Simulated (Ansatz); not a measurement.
**Cl2H2OSi2···H2: density, localisation and related maps**

```yaml
atoms:
  - { symbol: Si, position_ang: [-0.7326, -0.9624, -0.8589] }
  - { symbol: Si, position_ang: [-0.3267, 0.4158, 0.9993] }
  - { symbol: O, position_ang: [0.2462, -1.0890, -2.0083] }
  - { symbol: H, position_ang: [2.0672, 0.5210, -1.1599] }
  - { symbol: Cl, position_ang: [-2.5064, -1.9365, -0.7405] }
  - { symbol: Cl, position_ang: [-1.8927, 0.2884, 2.3100] }
  - { symbol: H, position_ang: [-0.1916, 1.8080, 0.5177] }
  - { symbol: H, position_ang: [2.4239, 1.0086, -0.7159] }
  - { symbol: H, position_ang: [0.9125, -0.0536, 1.6567] }
```

The product side of a reaction path; geometry: PBE0-D4/def2-TZVP; a saddle point, not a minimum.

Level of theory: RKS PBE0-D4/def2-TZVPP in Ansatz 0.2.0.

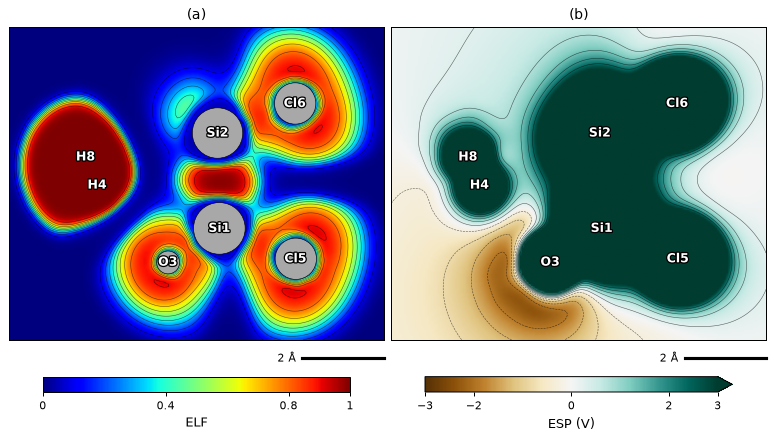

Figure 1. (a) ELF; (b) molecular electrostatic potential on the plane of atoms O3, Si1 and Cl5. Grey discs cover the atomic cores in the ELF map.

Question: Describe what can be read from this map.

Answer:
- The section cuts through Si, O, H and Cl sites.
- Si1···H4 (3.18 Å): the ELF dips to about 0 between them: a non-bonded, intermolecular contact.
- Si–O (1.51 Å): the ELF peaks at about 0.80 between the atoms; a short, strongly polar bond.
- Si–Cl (2.03 Å): the ELF peaks at about 0.85 between the atoms; a shared but strongly polarised pair.
- Si–Si (2.35 Å): the ELF peaks at about 1 between the atoms, as expected for a covalent bond.
- H–H (0.75 Å): the ELF peaks at about 1 between the atoms.
- The ELF also peaks beside Cl5, O3 and Cl6, away from the bonds: lone-pair regions.
- Outside the dense part of the complex the potential is most negative (−2.3 V) near O3.

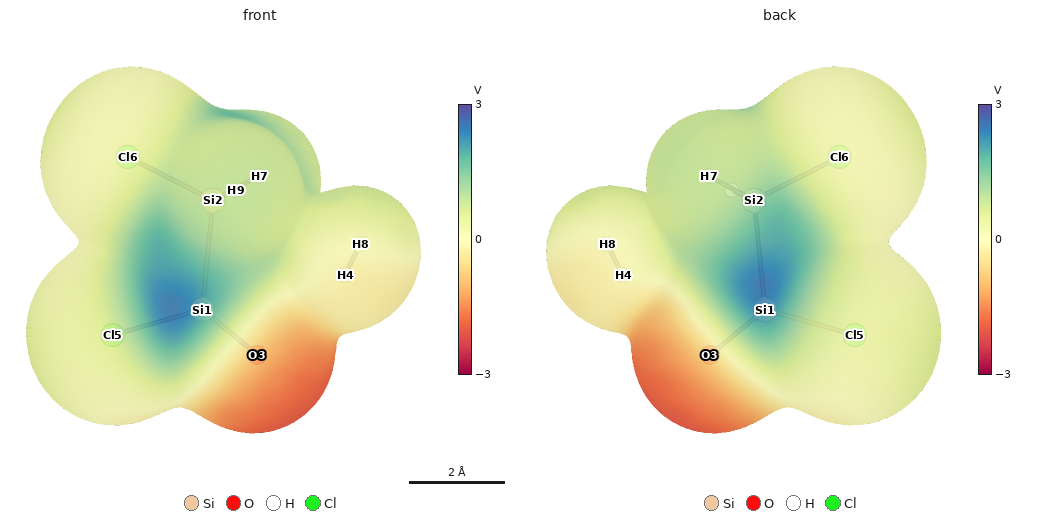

Figure 2. The electrostatic potential painted on the density surface at 0.002 e/bohr³, seen from the front and from behind; red is negative and blue positive.

Question: Where is the surface potential most negative and most positive?

Answer: The most negative region (about −2.0 V) lies over O3, the most positive (about +2.5 V) over Si1. Cl5 shows a σ-hole: about +0.6 V at the tip opposite its bond, against about +0.1 V on its flanks. Cl6 shows a σ-hole: about +0.6 V at the tip opposite its bond, against about +0.1 V on its flanks. O3 is the likeliest acceptor of a hydrogen bond.

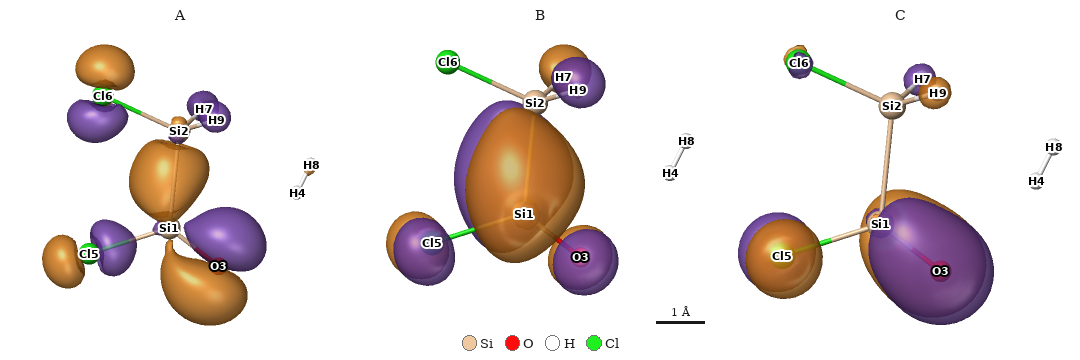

Figure 3. Three frontier orbitals at ±0.1 Å⁻³ᐟ² (orange and purple are the two phases), in no order.

Question: Order the three orbitals by energy and name them.

Answer: C is the HOMO−1 (−9.16 eV). By Hirshfeld shares it lies mainly on O3 (about 65 %), Si1 (about 20 %) and Cl5 (about 10 %). A is the HOMO (−8.36 eV). It lies mainly on O3 (about 55 %), Si1 (about 15 %), Si2 (about 10 %), Cl6 (about 10 %) and Cl5 (about 5 %). B is the LUMO (−2.46 eV). By Hirshfeld shares it lies mainly on Si1 (about 50 %), Si2 (about 20 %), O3 (about 15 %) and Cl5 (about 10 %).

Question: What is the HOMO–LUMO gap?

Answer: 5.90 eV between the orbital energies.
